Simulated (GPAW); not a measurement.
**LiF (Griceite): G0W0 with GPAW, start to end**

How does a plane-wave GW calculation on LiF (Griceite) run from the first input to the gap?

Calculated with GPAW 26.7.0; PBE and many-body steps on it, plane waves.

### 1. The starting structure

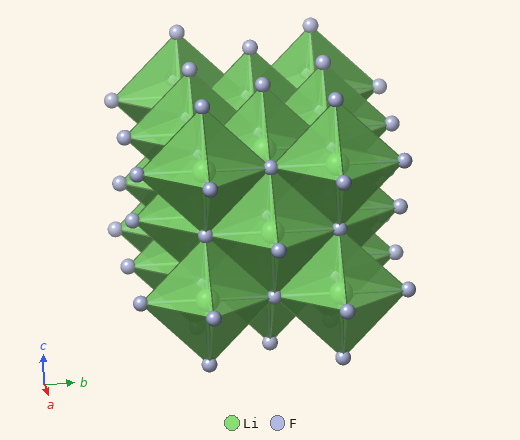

The starting structure, seen slightly off an axis (lithium green, fluorine light blue). 2×1×1 cells are drawn. This picture shows the conventional cell, with its axes. Some periodic images of atoms are drawn too.

The cell and positions come from the Crystallography Open Database and are kept as given unless a step says otherwise.

### 2. Ground state

This step: GPAW 26.7.0; DFT, PBE, plane waves, PAW.

The ground-state density comes first.

run.py reads:

```python
import json
import numpy as np
from gpaw.mpi import world
from ase import Atoms
from gpaw import GPAW, PW, FermiDirac

atoms = Atoms(['Li', 'F'],
    cell=[[0.0000000000, 2.0140000000, 2.0140000000],
      [2.0140000000, 0.0000000000, 2.0140000000],
      [2.0140000000, 2.0140000000, 0.0000000000]],
    scaled_positions=[[0.0000000000, 0.0000000000, 0.0000000000],
      [0.5000000000, 0.5000000000, 0.5000000000]],
    pbc=(True, True, True))
calc = GPAW(mode=PW(600),
    xc='PBE',
    kpts={'size': (10, 10, 10), 'gamma': True},
    occupations=FermiDirac(0.001),
    nbands=-7,
    convergence={'density': 1e-6, 'bands': -3},
    maxiter=100,
    txt='gs.txt')
atoms.calc = calc
res = {'energy': atoms.get_potential_energy()}
kpts = calc.get_ibz_k_points()
res['kpts'] = kpts
res['eigenvalues'] = [calc.get_eigenvalues(kpt=k) for k in range(len(kpts))]
res['n_electrons'] = calc.get_number_of_electrons()
calc.write('gs.gpw')

if world.rank == 0:
    with open('result.json', 'w') as f:
        json.dump(res, f, default=lambda x: x.tolist())
```

On the command line:

```console
$ mpirun -n 4 gpaw python run.py
```

The log of the run:

```text
__  _  _
 | _ |_)|_||  |
 |__||  | ||/\| - 26.7.0

Input parameters:
  mode=PW(ecut=600.0),
  convergence={'density': 1e-06, 'bands': -3},
  kpts=MonkhorstPack(size=(10, 10, 10), gamma=True),
  maxiter=100,
  nbands=-7,
  occupations=Occupations(name='fermi-dirac', width=0.001, fixmagmom=False),
  xc=XC(name='PBE')
  [... matrices ...]
Diagonalizing LCAO Hamiltonian
Converting LCAO to pw mode

              F

       Li

Atoms  # Å, Bohr magnetons
|   | symbol |        x |        y |        z |    initial magnetic moments |
| 0 |     Li | 0.000000 | 0.000000 | 0.000000 | ( 0.0000,  0.0000,  0.0000) |
| 1 |      F | 2.014000 | 2.014000 | 2.014000 | ( 0.0000,  0.0000,  0.0000) |

Unit cell  # Å
| periodic |        x |        y |        z |  lengths |    angles |
|      yes | 0.000000 | 2.014000 | 2.014000 | 2.848226 | 60.000000 |
|      yes | 2.014000 | 0.000000 | 2.014000 | 2.848226 | 60.000000 |
|      yes | 2.014000 | 2.014000 | 0.000000 | 2.848226 | 60.000000 |

Number of symmetries: 48
Symmetry operations  # r_c * U_cc + t_c -> r_c
|    | kind |            matrix            |
|  0 |  σ   |  1, 0, 0,  1, 0,-1,  1,-1, 0 |
|  1 |  C2  |  1, 0, 0,  1,-1, 0,  1, 0,-1 |
|  2 |  E   |  1, 0, 0,  0, 1, 0,  0, 0, 1 |
|  3 |  σ   |  1, 0, 0,  0, 0, 1,  0, 1, 0 |
|  4 |  C4  |  1, 0,-1,  1, 0, 0,  1,-1, 0 |
|  5 |  S6  |  1, 0,-1,  1,-1, 0,  1, 0, 0 |
|  6 |  σ   |  1, 0,-1,  0, 1,-1,  0, 0,-1 |
|  7 |  C3  |  1, 0,-1,  0, 0,-1,  0, 1,-1 |
|  8 |  S6  |  1,-1, 0,  1, 0, 0,  1, 0,-1 |
|  9 |  C4  |  1,-1, 0,  1, 0,-1,  1, 0, 0 |
| 10 |  C3  |  1,-1, 0,  0,-1, 1,  0,-1, 0 |
| 11 |  σ   |  1,-1, 0,  0,-1, 0,  0,-1, 1 |
| 12 |  σ   |  0, 1, 0,  1, 0, 0,  0, 0, 1 |
| 13 |  C4  |  0, 1, 0,  0, 1,-1, -1, 1, 0 |
| 14 |  C3  |  0, 1, 0,  0, 0, 1,  1, 0, 0 |
| 15 |  S6  |  0, 1, 0, -1, 1, 0,  0, 1,-1 |
| 16 |  C2  |  0, 1,-1,  1, 0,-1,  0, 0,-1 |
| 17 |  σ   |  0, 1,-1,  0, 1, 0, -1, 1, 0 |
| 18 |  S4  |  0, 1,-1,  0, 0,-1,  1, 0,-1 |
| 19 |  C4  |  0, 1,-1, -1, 1, 0,  0, 1, 0 |
| 20 |  C3  |  0, 0, 1,  1, 0, 0,  0, 1, 0 |
| 21 |  σ   |  0, 0, 1,  0, 1, 0,  1, 0, 0 |
| 22 |  S6  |  0, 0, 1,  0,-1, 1, -1, 0, 1 |
| 23 |  C4  |  0, 0, 1, -1, 0, 1,  0,-1, 1 |
| 24 |  S4  |  0, 0,-1,  1, 0,-1,  0, 1,-1 |
| 25 |  C3  |  0, 0,-1,  0, 1,-1,  1, 0,-1 |
| 26 |  C2  |  0, 0,-1,  0,-1, 0, -1, 0, 0 |
| 27 |  S6  |  0, 0,-1, -1, 0, 0,  0,-1, 0 |
| 28 |  S4  |  0,-1, 1,  1,-1, 0,  0,-1, 0 |
| 29 |  C4  |  0,-1, 1,  0, 0, 1, -1, 0, 1 |
| 30 |  C2  |  0,-1, 1,  0,-1, 0,  1,-1, 0 |
| 31 |  σ   |  0,-1, 1, -1, 0, 1,  0, 0, 1 |
| 32 |  C3  |  0,-1, 0,  1,-1, 0,  0,-1, 1 |
| 33 |  S6  |  0,-1, 0,  0, 0,-1, -1, 0, 0 |
| 34 |  S4  |  0,-1, 0,  0,-1, 1,  1,-1, 0 |
| 35 |  C2  |  0,-1, 0, -1, 0, 0,  0, 0,-1 |
| 36 |  C2  | -1, 1, 0,  0, 1, 0,  0, 1,-1 |
| 37 |  S6  | -1, 1, 0,  0, 1,-1,  0, 1, 0 |
| 38 |  S4  | -1, 1, 0, -1, 0, 1, -1, 0, 0 |
| 39 |  C3  | -1, 1, 0, -1, 0, 0, -1, 0, 1 |
| 40 |  S6  | -1, 0, 1,  0, 0, 1,  0,-1, 1 |
| 41 |  C2  | -1, 0, 1,  0,-1, 1,  0, 0, 1 |
| 42 |  C3  | -1, 0, 1, -1, 1, 0, -1, 0, 0 |
| 43 |  S4  | -1, 0, 1, -1, 0, 0, -1, 1, 0 |
| 44 |  C2  | -1, 0, 0,  0, 0,-1,  0,-1, 0 |
| 45 |  i   | -1, 0, 0,  0,-1, 0,  0, 0,-1 |
| 46 |  σ   | -1, 0, 0, -1, 1, 0, -1, 0, 1 |
| 47 |  C2  | -1, 0, 0, -1, 0, 1, -1, 1, 0 |

BZ-sampling:
  Number of BZ points: 1000
  Number of IBZ points: 47

  Monkhorst-Pack size: [10, 10, 10]
  Monkhorst-Pack shift: [0.05, 0.05, 0.05]

K-points  # in reciprocal-cell coordinates
|     |                                coordinates |     weight |
|   0 | (  0.00000000,   0.00000000,   0.00000000) | 0.00100000 |
|   1 | (  0.10000000,   0.10000000,   0.00000000) | 0.00600000 |
|   2 | (  0.10000000,   0.10000000,   0.10000000) | 0.00800000 |
|   3 | (  0.20000000,   0.10000000,   0.10000000) | 0.01200000 |
|   4 | (  0.20000000,   0.20000000,   0.00000000) | 0.00600000 |
|   5 | (  0.20000000,   0.20000000,   0.10000000) | 0.02400000 |
|   6 | (  0.20000000,   0.20000000,   0.20000000) | 0.00800000 |
|   7 | (  0.30000000,   0.20000000,   0.10000000) | 0.02400000 |
|   8 | (  0.30000000,   0.20000000,   0.20000000) | 0.02400000 |
|   9 | (  0.30000000,   0.30000000,   0.00000000) | 0.00600000 |
| ... |                                            |            |
|  46 | (  0.50000000,   0.50000000,   0.50000000) | 0.00400000 |

Plane wave coefficients: 556
Cutoff: 600.0 eV

Spin-components: 1 (collinear spins)
Bands:           11
Projectors:      8
Spin-degeneracy: 2
Datatype:        complex128

  Storage: CPU
  Wave functions: 4_442_064 bytes (1_110_516 per core)
  Projectors: 7_672_656 bytes (1_918_164 per core)
  [... matrices ...]
Parallelization:
  kpt:    4
  domain: 1
  band:   1

Density:
  Valence electrons: 8.0
  Components: 1
  Grid points: [18 18 18]
  Charge: 0.0  # |e|

Potential:
  Grid points: [18 18 18]

species:
  Li:
    name:    Lithium
    Z:       3.0
    valence: 1
    core:    2
    charge:  0.0  # [|e|]
    compensation charges:
      type: gauss
      rc: 0.33  # [Å]
      lmax: 2
    cutoffs:
      filter: 1.91  # [Å]
      core: 2.55  # [Å]
    projectors
    | kind |    occ | energy [eV] | rcut [Å] |
    |   2s |  1.000 |      -2.874 |    1.058 |
    |   2p |  0.000 |      -1.090 |    1.058 |
    |    s |        |      24.337 |    1.058 |

    Using partial waves for Li as LCAO basis

  F:
    name:    Fluorine
    Z:       9.0
    valence: 7
    core:    2
    charge:  0.0  # [|e|]
    compensation charges:
      type: gauss
      rc: 0.20  # [Å]
      lmax: 2
    cutoffs:
      filter: 1.14  # [Å]
      core: 0.74  # [Å]
    projectors
    | kind |    occ | energy [eV] | rcut [Å] |
    |   2s |  2.000 |     -29.898 |    0.635 |
    |   2p |  5.000 |     -11.110 |    0.635 |
    |    s |        |      -2.687 |    0.635 |
    |    p |        |      16.102 |    0.635 |
    |    d |        |       0.000 |    0.635 |

    Using partial waves for F as LCAO basis

Reference energy: -2916.868605  # eV

eigensolver:
  PPCG
  Converge bands: -3
  niter=2

density mixing:
  MSR1-Mixer
  Pratt-step length: 0.05
  Maximum mixing coefficient: 0.75
  Old densities: 10
  SVD Regularization: 0.005
  Good broyden scale: 1.0
  Trust region scale: 1.0
  Backstep threshold: 4.0
  History deletion threshold: 6.0
  Fourier metric: weight=20.0, sigma=0.015

occupation numbers:
  Fermi-Dirac:
    width: 0.0010  # eV

poisson solver:
  ecut: 4800.0  # eV

xc functional:
  name: PBE with 2 nearest neighbor stencil

Initialization done in: 1.381 s

convergence criteria:
- Maximum integral of absolute [dens]ity change: 1e-06 electrons / valence electron
- Maximum [total energy] change in last 3 cyles: 0.0005 eV / valence electron
- Maximum integral of absolute [eigenst]ate change: 4e-08 eV^2 / valence electron
maximum number of iterations: 100

SCF iterations
|iter     |     time |      energy | eigst |  dens |
|iter:   1|  |   -9.693387 | +2.00 |       |
|iter:   2|  |   -9.639534 | -0.02 | -1.07 |
|iter:   3|  |   -9.491681 | -1.14 | -1.12 |
|iter:   4|  |   -9.499847 | -3.10 | -1.55 |
|iter:   5|  |   -9.503931 | -2.98 | -1.86 |
|iter:   6|  |   -9.503952 | -5.53 | -3.07 |
|iter:   7|  |   -9.503959c| -5.90 | -3.40 |
|iter:   8|  |   -9.503959c| -7.98c| -4.76 |
|iter:   9|  |   -9.503959c| -8.55c| -5.08 |
|iter:  10|  |   -9.503959c| -9.66c| -6.55c|

Converged in 10 steps
SCF loop duration: 2.494 s (0.249 s/step)
Energy contributions relative to reference atoms: (reference = -2916.868605)
  [... matrices ...]
Energy contributions:
  Kinetic:          12.232804
  Coulomb:         -12.018208
  Zero:              0.224595
  External:          0.000000
  Xc:               -9.943149
  Entropy:          -0.000000
  Spinorbit:         0.000000
  ----------------------------
  Free energy:      -9.503959
  Extrapolated:     -9.503959

dipole moment: (-2.308529, -2.308529, -2.308529)  # |e|*Ang

Fermi level: 2.918
Eigenvalues  # (at kpt = [0.000, 0.000, 0.000])
| band index |      eig [eV] | occ [0-2] |
|          0 |       -20.707 |     2.000 |
|          1 |        -0.676 |     2.000 |
|          2 |        -0.676 |     2.000 |
|          3 |        -0.676 |     2.000 |
|          4 |         8.393 |     0.000 |
|          5 |        23.528 |     0.000 |
|          6 |        23.528 |     0.000 |
|          7 |        23.528 |     0.000 |
|          8 |        23.828 |     0.000 |
|          9 |        23.828 |     0.000 |
|         10 |        23.828 |     0.000 |

Gap: 9.070 eV
Transition (v -> c):
  (s=0, k=0, n=3, [0.00, 0.00, 0.00]) -> (s=0, k=0, n=4, [0.00, 0.00, 0.00])
No difference between direct/indirect transitions
# Writing to gs.gpw (mode='')
  [... matrices ...]
```

It took 5.7 s on 4 MPI ranks of Arm Neoverse V1, shared host; peak memory 0.58 GiB; 22 s of CPU time.

Numbers from this step:

- total energy: -9.504 eV
- gap: 9.070 eV
- k of the valence top: 0, 0, 0
- k of the conduction bottom: 0, 0, 0
- least direct gap: 9.070 eV

The gap is direct, at Γ.

### 3. Bands along the symmetry lines

The cheap functional maps the bands first; the places of the edges decide which points the dearer methods must see.

run.py reads:

```python
import json
import numpy as np
from gpaw.mpi import world
from gpaw import GPAW

path = [[0.000000, 0.000000, 0.000000],
    [0.062500, 0.000000, 0.062500],
    [0.125000, 0.000000, 0.125000],
    [0.187500, 0.000000, 0.187500],
    [0.250000, 0.000000, 0.250000],
    [0.312500, 0.000000, 0.312500],
    [0.375000, 0.000000, 0.375000],
    [0.437500, 0.000000, 0.437500],
    [0.500000, 0.000000, 0.500000],
    [0.515625, 0.031250, 0.515625],
    [0.531250, 0.062500, 0.531250],
    [0.546875, 0.093750, 0.546875],
    [0.562500, 0.125000, 0.562500],
    [0.578125, 0.156250, 0.578125],
    [0.593750, 0.187500, 0.593750],
    [0.609375, 0.218750, 0.609375],
    [0.625000, 0.250000, 0.625000],
    [0.375000, 0.375000, 0.750000],
    [0.328125, 0.328125, 0.656250],
    [0.281250, 0.281250, 0.562500],
    [0.234375, 0.234375, 0.468750],
    [0.187500, 0.187500, 0.375000],
    [0.140625, 0.140625, 0.281250],
    [0.093750, 0.093750, 0.187500],
    [0.046875, 0.046875, 0.093750],
    [0.000000, 0.000000, 0.000000],
    [0.062500, 0.062500, 0.062500],
    [0.125000, 0.125000, 0.125000],
    [0.187500, 0.187500, 0.187500],
    [0.250000, 0.250000, 0.250000],
    [0.312500, 0.312500, 0.312500],
    [0.375000, 0.375000, 0.375000],
    [0.437500, 0.437500, 0.437500],
    [0.500000, 0.500000, 0.500000],
    [0.500000, 0.468750, 0.531250],
    [0.500000, 0.437500, 0.562500],
    [0.500000, 0.406250, 0.593750],
    [0.500000, 0.375000, 0.625000],
    [0.500000, 0.343750, 0.656250],
    [0.500000, 0.312500, 0.687500],
    [0.500000, 0.281250, 0.718750],
    [0.500000, 0.250000, 0.750000],
    [0.500000, 0.218750, 0.718750],
    [0.500000, 0.187500, 0.687500],
    [0.500000, 0.156250, 0.656250],
    [0.500000, 0.125000, 0.625000],
    [0.500000, 0.093750, 0.593750],
    [0.500000, 0.062500, 0.562500],
    [0.500000, 0.031250, 0.531250],
    [0.500000, 0.000000, 0.500000]]
calc = GPAW('gs.gpw').fixed_density(kpts=path,
    symmetry='off',
    nbands=14,
    convergence={'bands': 10},
    txt='bands.txt')
res = {}
kpts = calc.get_ibz_k_points()
res['kpts'] = kpts
res['eigenvalues'] = [calc.get_eigenvalues(kpt=k) for k in range(len(kpts))]
res['n_electrons'] = calc.get_number_of_electrons()

if world.rank == 0:
    with open('result.json', 'w') as f:
        json.dump(res, f, default=lambda x: x.tolist())
```

On the command line:

```console
$ mpirun -n 4 gpaw python run.py
```

The log of the run:

```text
Diagonalizing LCAO Hamiltonian
Converting LCAO to pw mode
convergence criteria:
- Maximum integral of absolute [eigenst]ate change: 4e-08 eV^2 / valence electron
maximum number of iterations: 100

SCF iterations
|iter     |     time |      energy | eigst |  dens |
|iter:   1|  |             | +2.64 |       |
|iter:   2|  |             | +0.85 |       |
|iter:   3|  |             | -1.38 |       |
|iter:   4|  |             | -2.77 |       |
|iter:   5|  |             | -4.90 |       |
|iter:   6|  |             | -6.47 |       |
|iter:   7|  |             | -7.66c|       |
SCF steps: 7
  __  _  _
 | _ |_)|_||  |
 |__||  | ||/\| - 26.7.0

Input parameters:
  mode=PW(ecut=600.0),
  convergence={'bands': 10},
  gpts=array([18, 18, 18]),
  kpts=KPoints(kpts=array([[0.      , 0.      , 0.      ],
         [0.0625  , 0.      , 0.0625  ],
         [0.125   , 0.      , 0.125   ],
         [0.1875  , 0.      , 0.1875  ],
[...]
[0.515625, 0.03125 , 0.515625],
[...]
[0.546875, 0.09375 , 0.546875],
[...]
[0.578125, 0.15625 , 0.578125],
[...]
[0.609375, 0.21875 , 0.609375],
[...]
[0.328125, 0.328125, 0.65625 ],
[...]
[0.234375, 0.234375, 0.46875 ],
[...]
[0.140625, 0.140625, 0.28125 ],
[...]
[0.046875, 0.046875, 0.09375 ],
[...]
[0.5     , 0.0625  , 0.5625  ],
         [0.5     , 0.03125 , 0.53125 ],
         [0.5     , 0.      , 0.5     ]])),
  maxiter=100,
  nbands=14,
  occupations=Occupations(name='fermi-dirac', width=0.001, fixmagmom=False),
  parallel={},
  symmetry=Symmetry(point_group=False, time_reversal=False),
  xc=XC(name='PBE')
```

Run time: 5 s. Hardware: 4 MPI ranks; peak memory 0.6 GiB.

Numbers from this step:

| Item | Value |
| --- | --- |
| gap | 9.068 eV |
| k of the valence top | 0.0469, 0.0469, 0.0938 |
| k of the conduction bottom | 0, 0, 0 |
| least direct gap | 9.070 eV |

The gap is 9.068 eV, −0.002 eV from the run before at this level.

Electronic bands along the path, in eV, zero at the top of the highest filled band; v1 is the highest filled band, c1 the lowest empty one:

| point | v4 | v3 | v2 | v1 | c1 | c2 | c3 | c4 |
| --- | --- | --- | --- | --- | --- | --- | --- | --- |
| Γ | -20.03 | 0.00 | 0.00 | 0.00 | 9.07 | 24.20 | 24.20 | 24.20 |
| X | -19.30 | -3.01 | -1.00 | -1.00 | 14.83 | 16.57 | 17.45 | 20.33 |
| U | -19.34 | -2.50 | -1.57 | -0.73 | 14.52 | 14.93 | 18.43 | 19.75 |
| jump to K | -19.34 | -2.50 | -1.57 | -0.73 | 14.52 | 14.93 | 18.43 | 19.75 |
| Γ | -20.03 | 0.00 | 0.00 | 0.00 | 9.07 | 24.20 | 24.20 | 24.20 |
| L | -19.56 | -2.53 | -0.22 | -0.22 | 10.77 | 16.77 | 18.97 | 18.97 |
| W | -19.32 | -2.08 | -2.08 | -0.80 | 15.09 | 15.09 | 17.49 | 19.25 |
| X | -19.30 | -3.01 | -1.00 | -1.00 | 14.83 | 16.57 | 17.45 | 20.33 |

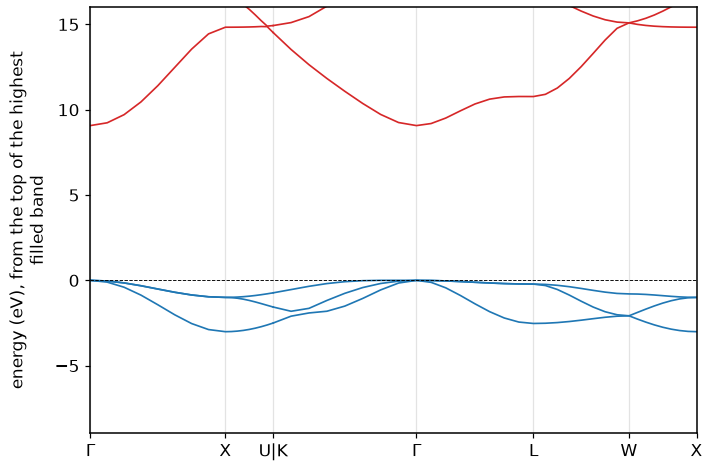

Electronic bands along the path; lines of filled and empty bands in two colours.

### 4. Empty states on the mesh, 8×8×8 mesh, 95 bands

The sums over transitions need many empty states on a uniform mesh; this step solves for them.

run.py reads:

```python
import json
import numpy as np
from gpaw.mpi import world
from gpaw import GPAW

calc = GPAW('gs.gpw').fixed_density(kpts={'size': (8, 8, 8), 'gamma': True},
    parallel={'domain': 1, 'band': 1},
    txt='nscf.txt')
calc.diagonalize_full_hamiltonian(nbands=95)
calc.write('full.gpw', mode='all')
res = {}
kpts = calc.get_ibz_k_points()
res['kpts'] = kpts
res['eigenvalues'] = [calc.get_eigenvalues(kpt=k) for k in range(len(kpts))]
res['n_electrons'] = calc.get_number_of_electrons()

if world.rank == 0:
    with open('result.json', 'w') as f:
        json.dump(res, f, default=lambda x: x.tolist())
```

On the command line:

```console
$ mpirun -n 4 gpaw python run.py
```

The log of the run:

```text
Diagonalizing LCAO Hamiltonian
Converting LCAO to pw mode
convergence criteria:
- Maximum integral of absolute [eigenst]ate change: 4e-08 eV^2 / valence electron
maximum number of iterations: 100

SCF iterations
|iter     |     time |      energy | eigst |  dens |
|iter:   1|  |             | +2.04 |       |
|iter:   2|  |             | +0.09 |       |
|iter:   3|  |             | -1.86 |       |
|iter:   4|  |             | -3.94 |       |
|iter:   5|  |             | -5.72 |       |
|iter:   6|  |             | -7.37 |       |
|iter:   7|  |             | -8.73c|       |
SCF steps: 7
  __  _  _
 | _ |_)|_||  |
 |__||  | ||/\| - 26.7.0

Input parameters:
  mode=PW(ecut=600.0),
  convergence={'density': 1e-06, 'bands': -3},
  gpts=array([18, 18, 18]),
  kpts=MonkhorstPack(size=(8, 8, 8), gamma=True),
  maxiter=100,
  nbands=11,
  occupations=Occupations(name='fermi-dirac', width=0.001, fixmagmom=False),
  parallel={'domain': 1, 'band': 1},
  xc=XC(name='PBE')
Matrix size: 560x560
# Writing to full.gpw (mode='all')
  [... matrices ...]

timing:  # [seconds]
  Total: 2.470  # ━━━━━━━━━━━━━━━━━━━━━━━━━━━━━━━━━━━━━━━━━━━━━━━━━━━━━━━━━━━
```

Elapsed: 6.7 s, on 4 MPI ranks; peak memory 0.74 GiB; 26 s of CPU time.

Numbers from this step:

- gap: 9.070 eV
- k of the valence top: 0, 0, 0
- k of the conduction bottom: 0, 0, 0
- least direct gap: 9.070 eV
- k points computed: 29
- lowest point of the top converged band, above the valence top: 172.8790 eV

On this mesh the gap is 9.070 eV.

[end of part 1 of 2]

[Paths, hosts, dates, memory and timing lines, banners, echoed tables and standing remarks are left out of the program output.]

[Logs are printed without paths, hosts, clocks, repeated set-up lines and the standing remarks that a program may print on its own settings, such as how far it seeks lower states.]

[Runs of the session that timed out or met a known fault of the program may be left out.]

[Hosts, paths, dates, database ids (printed as entryN), source tags and the programs' standing remarks are cut or masked in the printed files.]
